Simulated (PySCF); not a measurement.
**CBrF, triplet, SMILES `F[C]Br`: what the electrons do**

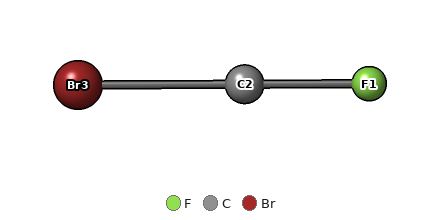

The molecule, with its atoms numbered as below. No frequency check shows the geometry to be a minimum.

Coordinates in Å:

```
F1      -2.3111   -0.0000    0.0000
C2      -0.9949    0.0000    0.0000
Br3      0.7648    0.0000    0.0000
```

Part 1: Bonding charge

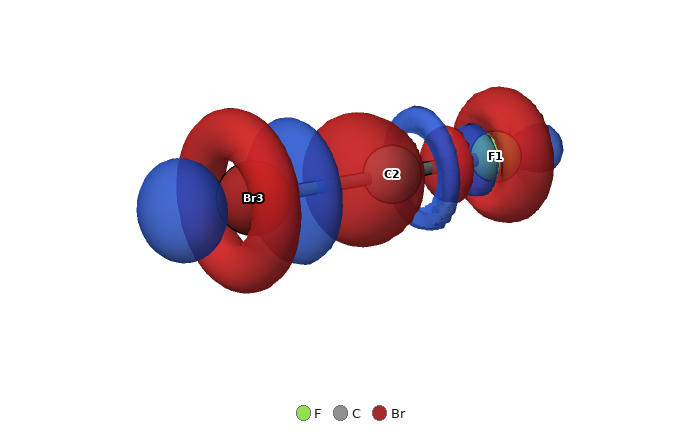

Deformation density (molecule less spherical, spin-averaged free atoms at the same positions), surfaces at ±0.06 e/Å³; red: gain, blue: loss.

Method: B3LYP/def2-TZVP; geometry: GFN2-xTB; program: PySCF. The stability of the open-shell solution wasn't checked. This spin state may not be the molecule's ground state. GFN2-xTB doesn't know the spin state, so this open-shell geometry is rough.

> How much density has each bond gained at its critical point, relative to the free atoms?

C2–Br3: +0.12 e/Å³ at the bond critical point (bond length 1.76 Å, Mayer order 1.4). F1–C2: +0.01 e/Å³ at the bond critical point (bond length 1.32 Å, Mayer order 1.1); up to 0.6 Å beside the axis the gain reaches +0.27 e/Å³. In all, 0.7 electrons gather in the regions of gain relative to the promolecule. A small or negative value marks a very polar bond, one between electron-rich atoms, whose free-atom densities already overlap strongly, a long bond to a heavier atom, or a closed-shell contact such as a hydrogen bond.

> Where do the Hirshfeld charges lie?

The highest Hirshfeld charge is on Br3 (+0.09 e), the lowest on F1 (−0.05 e).

Part 2: Bond critical points

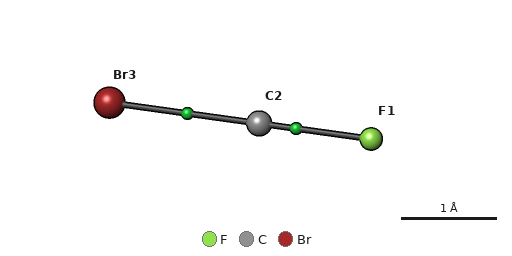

Molecular graph of the electron density (QTAIM): bond paths, bond critical points (green), ring points (magenta, if any); weak paths are dashed.

> How many critical points of each kind are there, and does the count close?

3 nuclei, 2 bond, 0 ring and 0 cage critical points: 3 − 2 + 0 − 0 = 1, as the Poincaré–Hopf relation requires.

> Give the properties at the bond critical points.

| bond | length (Å) | ρ (a.u.) | ∇²ρ (a.u.) | ε | H (a.u.) |
| --- | --- | --- | --- | --- | --- |
| F1–C2 | 1.316 | 0.274 | +0.38 | 0.00 | −0.417 |
| C2–Br3 | 1.760 | 0.194 | −0.18 | 0.00 | −0.156 |

> What kind of interaction is C2–Br3?

Shared-shell (covalent): ρ = 0.194, ∇²ρ = −0.18, H = −0.156 a.u.

Part 3: Electrostatic potential

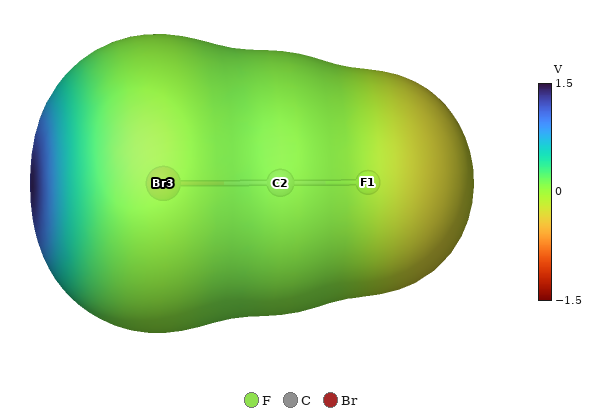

Electrostatic potential on the surface of electron density 0.001 a.u.

> Where are the extremes of the potential on the surface?

Highest: 1.45 V, 2.0 Å from Br3. Further maxima include 0.12 V, off the C2–Br3 bond (2.1 to 2.3 Å from its atoms), and at like points elsewhere. Lowest: −0.31 V, 1.6 Å from F1. Further minima include 0.04 V, 2.2 Å from Br3, and at like points elsewhere. The surface is sampled at points, so like sites can differ by a few per cent and only the strongest of them is named.

> Does Br3 carry a σ-hole?

Yes: a local maximum of +1.45 V lies on the extension of the C2–Br3 bond.

> What volume does the surface enclose, and what is the dipole moment?

About 69 Å³; the dipole moment is 1.1 D.

Part 4: Spin density

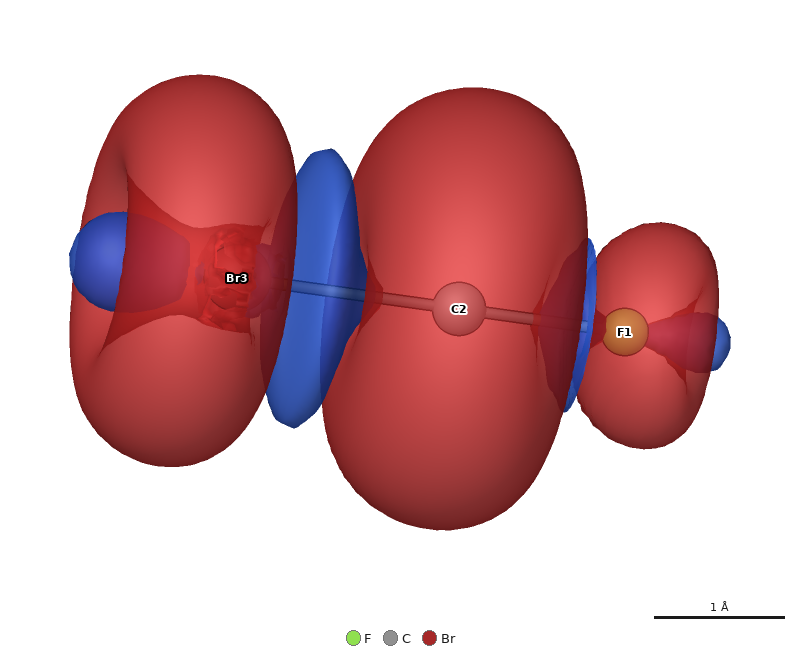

Spin density ρα − ρβ at ±0.01 e/Å³ (red: excess α, blue: excess β).

> Give the atomic spin populations that go with this picture.

Hirshfeld spin populations: C2 +1.41, Br3 +0.36 and F1 +0.23. ⟨S²⟩ = 2.02, against 2.00 for a pure state. The picture also shows regions of β spin from spin polarisation; the Hirshfeld sums, whose atoms overlap, net them against the α spin of neighbours.

The PySCF run shown took 7.6 s on 1 thread of AMD EPYC 7B13 (Zen 3), with other jobs on the host.
